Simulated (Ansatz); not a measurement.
Dy₂B

```xyz
12
Lattice="6.3876 0.0000 0.0000 0.0000 6.3876 0.0000 0.0000 0.0000 6.3876" Properties=species:S:1:pos:R:3 pbc="T T T"
Dy    4.7907    1.5969    1.5969
Dy    1.5969    4.7907    1.5969
Dy    1.5969    1.5969    4.7907
Dy    4.7907    4.7907    4.7907
Dy    1.5969    1.5969    1.5969
Dy    4.7907    4.7907    1.5969
Dy    4.7907    1.5969    4.7907
Dy    1.5969    4.7907    4.7907
B     0.0000    0.0000    0.0000
B     3.1938    3.1938    0.0000
B     3.1938    0.0000    3.1938
B     0.0000    3.1938    3.1938
```

Space group Fm-3m; a structure generated by program, which may or may not match a known phase; computed without spin polarisation; no Hubbard U on the f states and no spin–orbit coupling.

Theory: Ansatz, DFT PBE, scalar-relativistic, plane waves, PAW; 4f electrons in the core of a trivalent norm-conserving potential.

> What can the converged valence pseudo-density and electron localisation function tell about the bonding?

Dy–B (2.77 Å): ρ at the midpoint is about 0.24 e/Å³; the ELF peaks at about 0.75 in the valence shell of B, 0.9 Å from its nucleus, and is about 0.25 at the midpoint.

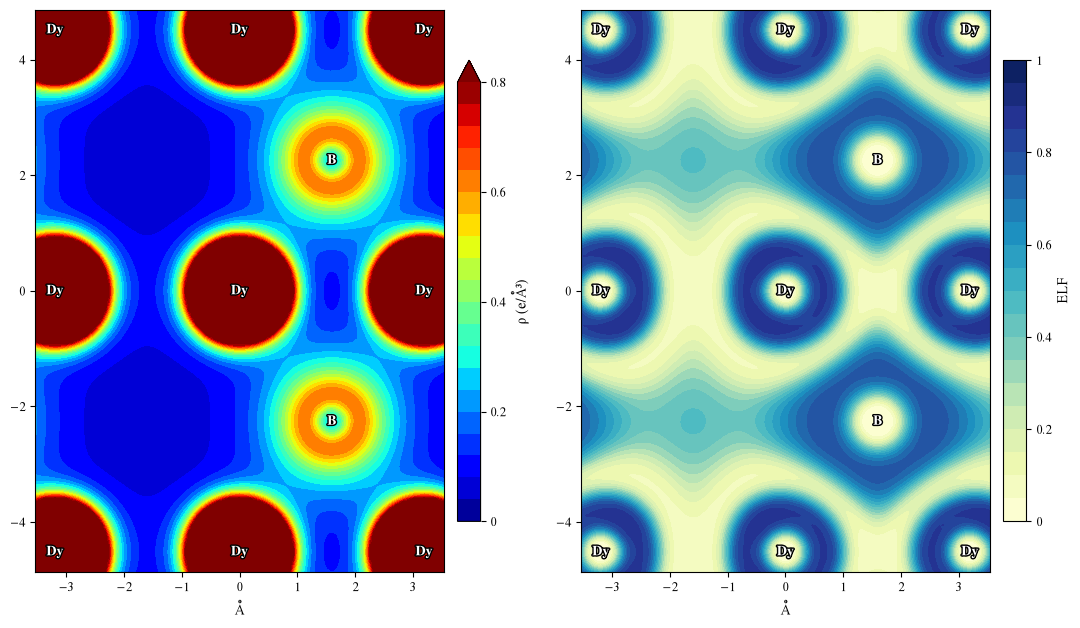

Computed valence pseudo-density and electron localisation function on the (110) plane of the conventional cell, in this order. 

Core electrons are replaced by pseudopotentials, and the valence fields are smoothed inside the atomic spheres.
